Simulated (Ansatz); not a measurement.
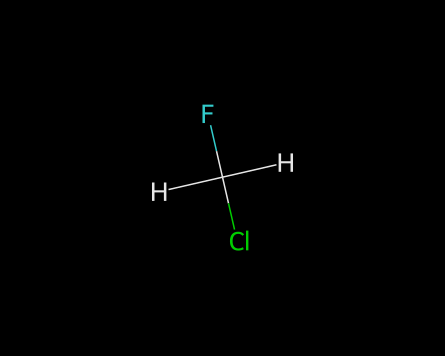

2D structure.

Give its SMILES.

FCCl

What is the molecular formula?

CH2ClF.

An optimisation with PBE0-D4/def2-TZVP gave a structure of which point group?

Cs.

More results for the same structure follow; atom numbers are the same in all pictures, views and colours differ. The computed structure is the end point of a PBE0-D4/def2-TZVP optimisation.

## Geometry

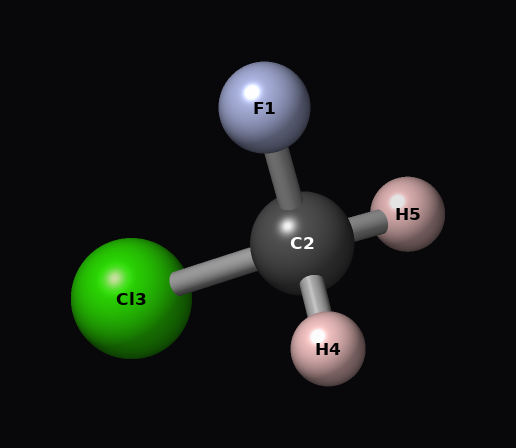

Atoms carry their numbers in the input.

List the bonds and their lengths.

```json
{"bond": "F1–C2", "length (Å)": "1.355", "order": "single"}
{"bond": "C2–Cl3", "length (Å)": "1.766", "order": "single"}
{"bond": "C2–H4", "length (Å)": "1.089", "order": "single"}
{"bond": "C2–H5", "length (Å)": "1.089", "order": "single"}
```

## Vibrations

Harmonic vibrations computed with RKS PBE0-D4/def2-TZVP (Ansatz 0.2.0) at a stationary point of the same level.

How many vibrational modes are there, and where do they lie?

9 modes: 388, 770, 1011, 1112, 1259, 1375, 1499, 3095, 3171 cm⁻¹.

## Charges

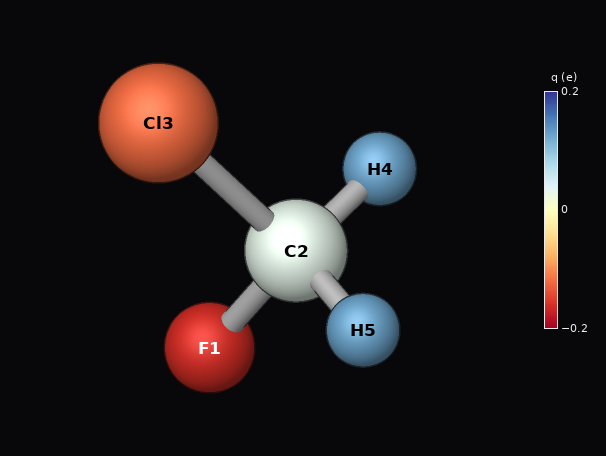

Atoms are coloured by their Mulliken charges. Method: RKS PBE-D4/def2-TZVPP (Ansatz 0.2.0).

List the Mulliken charges.

```tsv
atom	value (e)
F1	−0.16
C2	0.03
Cl3	−0.12
H4	0.12
H5	0.12
```

## Thermal motion

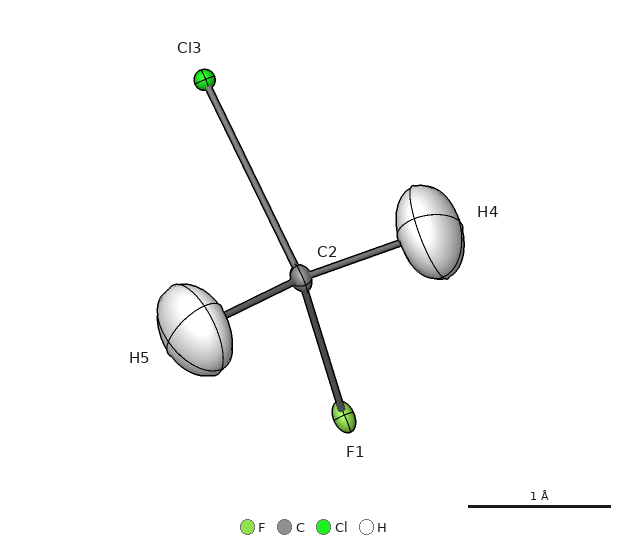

Displacement ellipsoids at the 50 % level, enlarged 2 times, from the internal vibrations of the free molecule (harmonic, no overall translation or rotation; no half-axis is drawn under 0.075 Å). Vibrations computed with RKS PBE0-D4/def2-TZVP (Ansatz 0.2.0). Temperature: 200 K.

Which atom moves most?

H4, H5, with U_eq = 0.0098 Å².

Does H4 move more along its bond or across it?

Across it: the root-mean-square amplitude is 0.075 Å along the bond and up to 0.115 Å across, since bending and torsion are softer than stretching.

List U_eq and the three principal root-mean-square amplitudes for each kind of atom.

```
  atom  U_eq (Å²)   rms amplitudes (Å)
    F1    0.00059  0.006, 0.016, 0.039
    C2     0.0010  0.021, 0.034, 0.038
   Cl3    0.00021  0.003, 0.008, 0.023
H4, H5     0.0098  0.073, 0.104, 0.115
```

Mulliken values depend strongly on the basis set and can even reverse the polarity of a bond.
